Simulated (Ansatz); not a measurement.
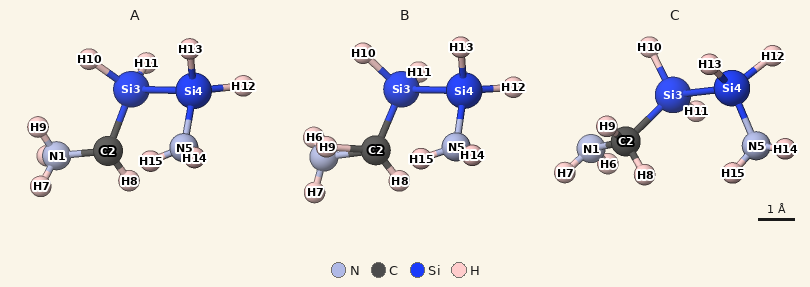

3 geometries from a converged minimum-energy path of CH₁₀N₂Si₂, shuffled. A ball-and-stick model, seen from a free direction.

These are results of RKS PBE-D4/def2-SVP (Ansatz 0.2.0), not measurements. Run with 7 movable images; climbing image; force threshold 0.05 eV/Å; iteration limit 60; starting path through a guess of the saddle point.

Question: Which frame is the top of the path?

Answer: B. In order along the path, whose images run from 0 to 8: C (image 0, 0.0 kJ/mol), B (image 4, +288.5 kJ/mol), A (image 8, +206.4 kJ/mol). A hydrogen atom shifts from one atom to another. Breaking: C2–H9 (1.11 → 1.45 at the top → 2.06 Å). Forming: N1–H9 (2.11 → 1.14 at the top → 1.04 Å).
